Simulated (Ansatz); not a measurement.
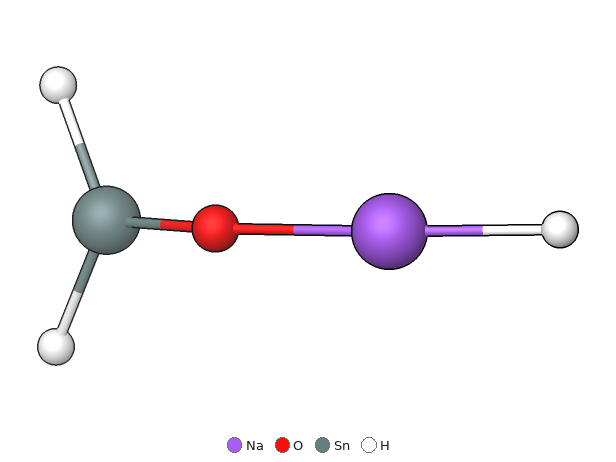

Every bond is drawn as one stick, whatever its order.

The geometry was computed by an optimisation with PBE0-D4/def2-TZVP. No frequency run is at hand to confirm it as a minimum.

**Count the atoms of each element.**

H₃NaOSn, 6 atoms: 3 hydrogen, 1 sodium, 1 oxygen and 1 tin.

**How many bonds of each kind are drawn?**

2 Sn–H, 1 Na–O, 1 O–Sn, 1 Na–H. Sticks follow a distance rule.

More results for the same structure follow; atom numbers are the same in all pictures, views and colours differ.

### Shape

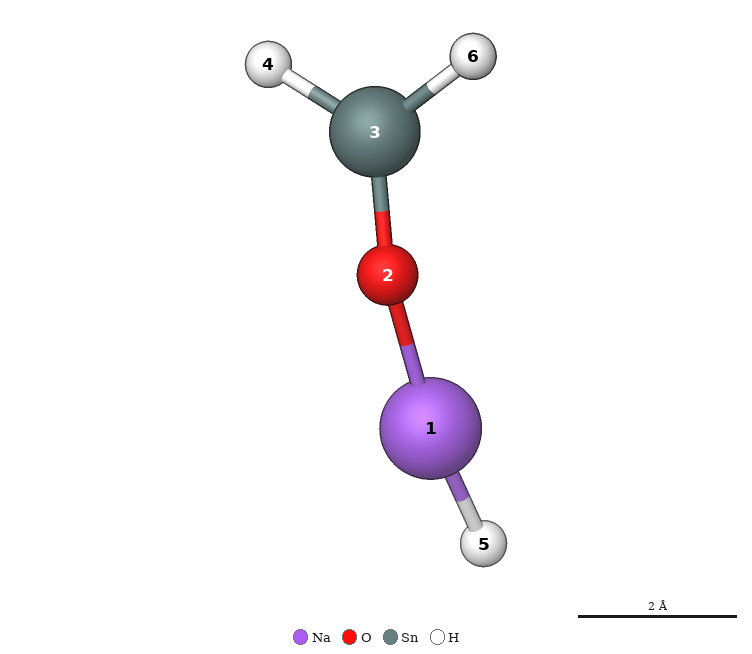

Atoms carry their numbers in the input. No frequency run is at hand to confirm it as a minimum.

Which atoms are bonded, and how long are the bonds?

```tsv
bond	length (Å)
Na1–O2	2.195
Na1–H5	1.948
O2–Sn3	1.830
Sn3–H4	1.705
Sn3–H6	1.705
```

### Charges

The questions are on Mulliken charges. No frequency run is at hand to confirm it as a minimum. Method: RKS PBE0-D4/def2-TZVP, core potentials on Sn (Ansatz 0.2.0).

List the Mulliken charges.

```
atom  value (e)
 Na1       0.30
  O2      −0.73
 Sn3       0.70
  H4       0.01
  H5      −0.30
  H6       0.01
```

### Electronic properties

No frequency run is at hand to confirm it as a minimum. Method: RKS PBE0-D4/def2-TZVPP, core potentials on Sn (Ansatz 0.2.0).

What does the calculation give?

- HOMO energy (Kohn–Sham orbital): −4.35 eV
- LUMO energy (Kohn–Sham orbital): −3.52 eV
- HOMO–LUMO gap: 0.83 eV

### Dipole moment

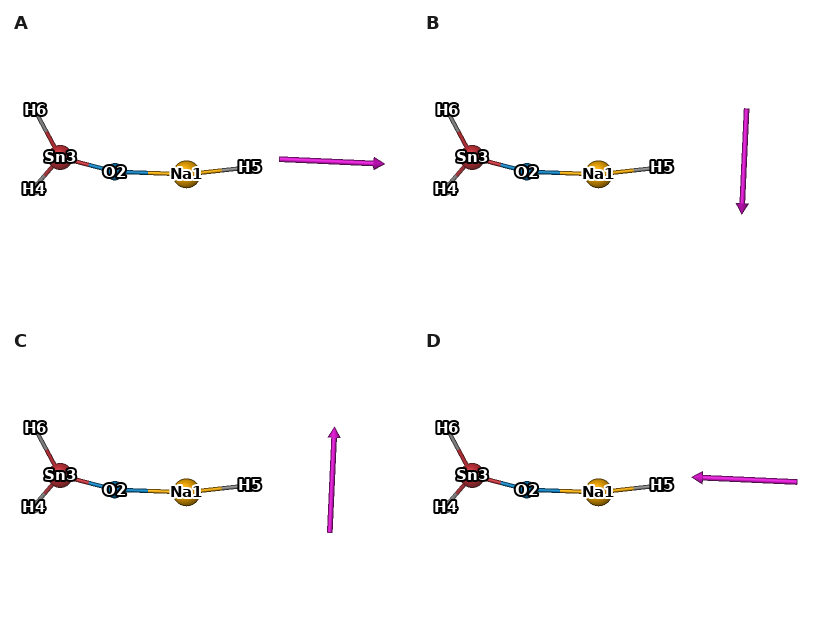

The same molecule four times, each with an arrow. No frequency run is at hand to confirm it as a minimum. Properties computed with RKS PBE0-D4/def2-TZVP, core potentials on Sn (Ansatz 0.2.0).

**Which arrow points along the dipole moment, from the negative to the positive end?**

D. The dipole moment is 11.30 D; it points from the side of H5 to the side of H4, H6 (the outermost atoms at the two ends).

Mulliken values depend strongly on the basis set and can even reverse the polarity of a bond.
